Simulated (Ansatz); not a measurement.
# BF2H3O (built from SMILES FBF.O): a reaction path by the nudged elastic band

What path joins these two structures, and how high does it climb? Both ends were relaxed at PBE0-D4 in triple zeta.

The runs use Ansatz 0.2.0, Gaussian basis; PBE0-D4/def2-SVP.

23 further runs of the same task are left out: 1 that didn't finish, 22 set aside as unsound or not needed.

## Step 1: The starting structure

The first end: 7 atoms, charge 0, spin multiplicity 1.

Atoms are counted from 1 here; the program's logs count them from 0.

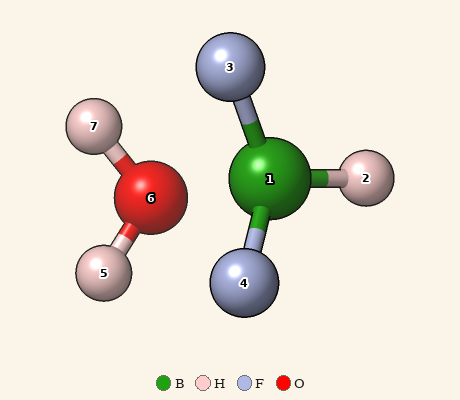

As it starts; boron green, hydrogen pink, fluorine light blue, oxygen red; atoms are numbered from 1 in the order of the file.

Coordinates:

```xyz
7
BF2H3O
B    -0.4805   -0.3389   -0.4955
H    -0.0112   -0.6056   -1.5646
F    -0.7312   -1.3613    0.3605
F    -1.3623    0.6901   -0.4284
H     0.6232    1.2972    0.6174
O     0.9143    0.4156    0.3516
H     1.0480   -0.0971    1.1589
```

The second end:

```xyz
7
charge 0, multiplicity 1
B    -0.5231   -0.4504    0.5386
H     0.5496    0.5702   -2.0296
F    -0.5049   -1.7016    0.1280
F    -1.5177    0.3305    0.1337
H     1.1942    0.3439   -1.7273
O     0.4497   -0.0081    1.3565
H     0.3524    0.9154    1.5999
```

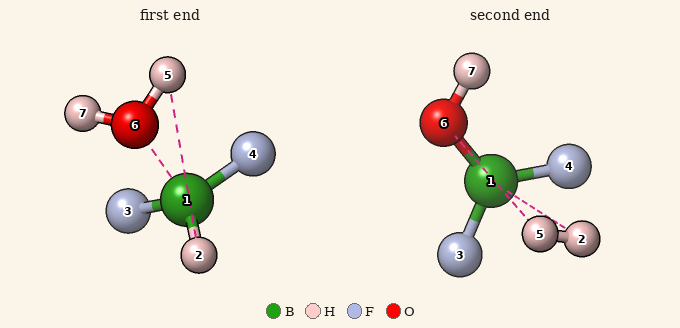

The two ends; dashed lines mark the contacts followed along the path.

## Step 2: The band at PBE0-D4/def2-SVP

Contents of neb/in.yaml:

```yaml
crystal:
  periodic: [false, false, false]
  atoms:
    - {symbol: B, position_ang: [-0.480469, -0.338872, -0.495466]}
    - {symbol: H, position_ang: [-0.011237, -0.605607, -1.564611]}
    - {symbol: F, position_ang: [-0.731156, -1.361298, 0.360513]}
    - {symbol: F, position_ang: [-1.362343, 0.690084, -0.428449]}
    - {symbol: H, position_ang: [0.623188, 1.297209, 0.617387]}
    - {symbol: O, position_ang: [0.914250, 0.415612, 0.351582]}
    - {symbol: H, position_ang: [1.047965, -0.097126, 1.158944]}
basis:
  gaussian: {orbitals: def2-SVP}
hamiltonian: {xc: pbe0, dispersion: d4}
neb:
  images: 5
  climbing: true
  max_iterations: 40
  initial_path: idpp
  final_atoms:
    - {symbol: B, position_ang: [-0.523063, -0.450368, 0.538626]}
    - {symbol: H, position_ang: [0.549573, 0.570226, -2.029566]}
    - {symbol: F, position_ang: [-0.504922, -1.701582, 0.127990]}
    - {symbol: F, position_ang: [-1.517734, 0.330480, 0.133704]}
    - {symbol: H, position_ang: [1.194181, 0.343924, -1.727307]}
    - {symbol: O, position_ang: [0.449727, -0.008120, 1.356503]}
    - {symbol: H, position_ang: [0.352438, 0.915438, 1.599950]}
```

Launch:

```sh
ansatz run in.yaml --threads 2 --pin off --events-out ev --progress --plain --max-ram 4352MiB
```

The log of the run:

```text
Functional definition: PBE0
  name "PBE0"
  cite "Adamo & Barone, J. Chem. Phys. 110, 6158 (1999) doi:10.1063/1.478522"
  cite "Perdew, Burke & Ernzerhof, Phys. Rev. Lett. 77, 3865 (1996) doi:10.1103/PhysRevLett.77.3865"
  parent pbe
  parameter a = 0.25
  parameter kappa = 0.804
  parameter beta = 0.06672455060314922
  exchange = (1 - a)*pbe_x(kappa = kappa, mu = beta*pi^2/3) + a*exact_x
  correlation = pbe_c(beta = beta)
753 factors; integrals over basis functions are off by at most 3.0e-4 eV
mean field evaluation 1: about -8191.1597 eV, gradient 4.6e1 eV
mean field evaluation 2: about -8189.4151 eV, gradient 5.8e1 eV
mean field evaluation 4: about -8194.5509 eV, gradient 9.7e-1 eV
mean field evaluation 8: about -8194.6038 eV, gradient 6.3e-3 eV
mean field -8194.60378702 eV, -301.1461346711 hartree, gradient 6.9e-6 eV, S^2 0.000000; 0 other end points of the search recorded, 0 dependent functions left out
the calculation of the forces begins
reference -8194.60380677 eV, -301.1461353970 hartree; 17, 17 occupied and 54, 54 virtual orbitals, 753 factors
[... from here to the last solve, the lines of the solves are left out (128 solves) ...]
WARN: NEB end point (image 0): max|allowed force component| = 2.665e-1 eV/Å (the criterion of neb.relax_end_points is 1.000e-2). That is over neb.f_tol: it is no minimum, so the barrier can be far off. Relax it first
WARN: NEB end point (image 6): max|allowed force component| = 4.072e-1 eV/Å (the criterion of neb.relax_end_points is 1.000e-2). That is over neb.f_tol: it is no minimum, so the barrier can be far off. Relax it first
NEB iter   1: max|band force component| = 5.756e0 eV/Å  barrier→ = 5.2143 eV  barrier← = 5.9297 eV  Δτ_max = 0.2000 Å  (183 SCF iters)
NEB iter   2: max|band force component| = 5.300e0 eV/Å  barrier→ = 3.8956 eV  barrier← = 4.6109 eV  Δτ_max = 0.2000 Å  (154 SCF iters)
NEB iter   3: max|band force component| = 6.957e0 eV/Å  barrier→ = 2.7109 eV  barrier← = 3.4262 eV  Δτ_max = 0.1017 Å  (146 SCF iters)
NEB iter   4: max|band force component| = 2.432e0 eV/Å  barrier→ = 2.2177 eV  barrier← = 2.9330 eV  Δτ_max = 0.2000 Å  (140 SCF iters)
NEB iter   5: max|band force component| = 2.197e0 eV/Å  barrier→ = 1.7385 eV  barrier← = 2.4538 eV  Δτ_max = 0.1454 Å  (144 SCF iters)
NEB iter   6: max|band force component| = 1.542e0 eV/Å  barrier→ = 1.5983 eV  barrier← = 2.3136 eV  Δτ_max = 0.1095 Å  (137 SCF iters)
NEB iter   7: max|band force component| = 1.154e0 eV/Å  barrier→ = 1.3932 eV  barrier← = 2.1085 eV  Δτ_max = 0.1930 Å  (139 SCF iters)
NEB iter   8: max|band force component| = 1.283e0 eV/Å  barrier→ = 1.0357 eV  barrier← = 1.7511 eV  CI = image 3  Δτ_max = 0.1619 Å  (142 SCF iters)
NEB iter   9: max|band force component| = 9.572e-1 eV/Å  barrier→ = 1.3629 eV  barrier← = 2.0782 eV  CI = image 3  Δτ_max = 0.0726 Å  (147 SCF iters)
NEB iter  10: max|band force component| = 4.865e-1 eV/Å  barrier→ = 1.2944 eV  barrier← = 2.0098 eV  CI = image 3  Δτ_max = 0.1259 Å  (138 SCF iters)
NEB iter  11: max|band force component| = 6.657e-1 eV/Å  barrier→ = 1.2652 eV  barrier← = 1.9805 eV  CI = image 3  Δτ_max = 0.0628 Å  (143 SCF iters)
NEB iter  12: max|band force component| = 6.464e-1 eV/Å  barrier→ = 1.2159 eV  barrier← = 1.9313 eV  CI = image 3  Δτ_max = 0.0630 Å  (135 SCF iters)
NEB iter  13: max|band force component| = 6.179e-1 eV/Å  barrier→ = 1.1683 eV  barrier← = 1.8836 eV  CI = image 3  Δτ_max = 0.0630 Å  (143 SCF iters)
NEB iter  14: max|band force component| = 5.218e-1 eV/Å  barrier→ = 1.1255 eV  barrier← = 1.8408 eV  CI = image 3  Δτ_max = 0.1249 Å  (143 SCF iters)
NEB iter  15: max|band force component| = 2.848e-1 eV/Å  barrier→ = 1.0707 eV  barrier← = 1.7861 eV  CI = image 3  Δτ_max = 0.0776 Å  (135 SCF iters)
NEB iter  16: max|band force component| = 1.373e-1 eV/Å  barrier→ = 1.0588 eV  barrier← = 1.7741 eV  CI = image 3  Δτ_max = 0.0173 Å  (144 SCF iters)
NEB iter  17: max|band force component| = 8.290e-2 eV/Å  barrier→ = 1.0573 eV  barrier← = 1.7726 eV  CI = image 3  Δτ_max = 0.0178 Å  (125 SCF iters)
754 factors; integrals over basis functions are off by at most 1.5e-3 eV
mean field -8193.55287803 eV, -301.1075144781 hartree, gradient 2.1e-6 eV, S^2 0.000000; 0 other end points of the search recorded, 0 dependent functions left out
the calculation of the forces begins
reference -8193.55289787 eV, -301.1075152072 hartree; 17, 17 occupied and 54, 54 virtual orbitals, 754 factors
NEB iter  18: max|band force component| = 4.525e-2 eV/Å  barrier→ = 1.0565 eV  barrier← = 1.7719 eV  CI = image 3  Δτ_max = 0.0000 Å  (969 SCF iters)
Total energy: -8193.60699259 eV, -301.1095031514 hartree
Atom 0 at    -0.414669    -0.269965    -0.158258 Å, force    -0.019900     0.044822     0.016971 eV/Å
Atom 1 at     0.226941     0.263993    -1.272399 Å, force    -0.007748    -0.013997    -0.015411 eV/Å
Atom 2 at    -0.659341    -1.562558    -0.376433 Å, force     0.007769    -0.002921    -0.008257 eV/Å
Atom 3 at    -1.443096     0.534163     0.170664 Å, force     0.015207    -0.020843    -0.007706 eV/Å
Atom 4 at     0.865911     0.352580    -0.437558 Å, force     0.002710     0.001199    -0.004412 eV/Å
Atom 5 at     0.807448    -0.029309     0.739810 Å, force    -0.005638    -0.001824     0.019126 eV/Å
Atom 6 at     0.617003     0.711098     1.334074 Å, force     0.007600    -0.006436    -0.000310 eV/Å
Dipole moment:     0.379173     0.467513     0.137466 e Å
```

Run time: 1.8 min. Hardware: 2 threads of Intel Xeon 6975P-C, shared host.

The last band:

| image | path (Å) | energy (eV) | B1–O6 (Å) | H2–H5 (Å) | B1–H2 (Å) | H5–O6 (Å) |
| --- | --- | --- | --- | --- | --- | --- |
| 0 | 0.00 | 0.000 | 1.80 | 2.96 | 1.20 | 0.97 |
| 1 | 0.98 | 0.030 | 1.77 | 2.59 | 1.21 | 0.97 |
| 2 | 1.97 | 0.049 | 1.76 | 2.23 | 1.22 | 0.97 |
| 3 | 2.95 | 1.057 | 1.54 | 1.06 | 1.39 | 1.24 |
| 4 | 3.64 | -0.335 | 1.36 | 0.77 | 1.96 | 1.93 |
| 5 | 4.32 | -0.695 | 1.34 | 0.76 | 2.55 | 2.53 |
| 6 | 5.01 | -0.715 | 1.35 | 0.75 | 2.96 | 3.19 |

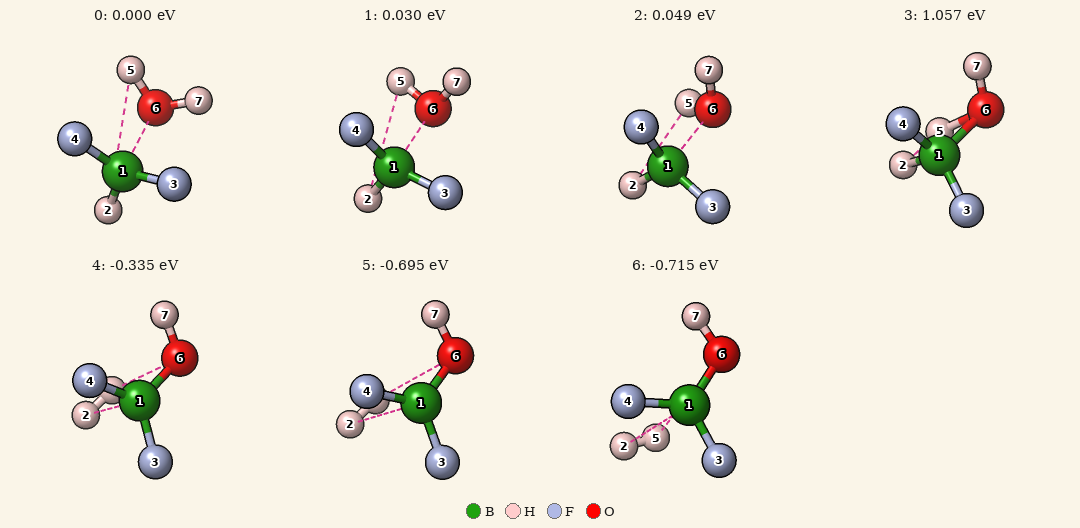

The images of the last band.

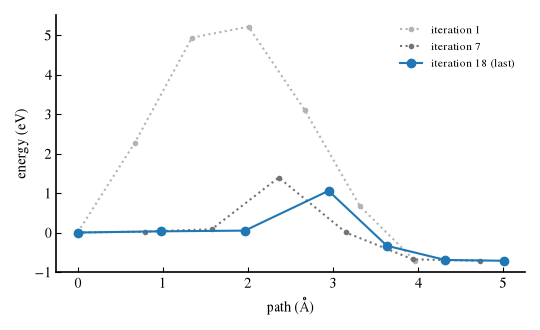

Energy along the path.

The highest image, 3:

```
B    -0.4147   -0.2700   -0.1583
H     0.2269    0.2640   -1.2724
F    -0.6593   -1.5626   -0.3764
F    -1.4431    0.5342    0.1707
H     0.8659    0.3526   -0.4376
O     0.8074   -0.0293    0.7398
H     0.6170    0.7111    1.3341
```

## Step 3: Outcome

| quantity | value |
| --- | --- |
| PBE0-D4/def2-SVP, 18 iterations | highest 1.057 eV (image 3), last end -0.715 eV |
| from earlier runs: barrier over the separately found saddle, CCSD(T)/def2-TZVPP | 1.309 eV |

**Reading.** The highest image lies 1.057 eV above the first end, and it climbed, so it estimates the saddle. The ends are not quite minima at this level (largest force component 0.41 eV/Å), so the heights are unreliable: relaxing the first end would lower it and raise the barrier above it. The highest image is 0.252 eV below the CCSD(T) barrier in triple zeta, which comes from separate runs on the saddle.
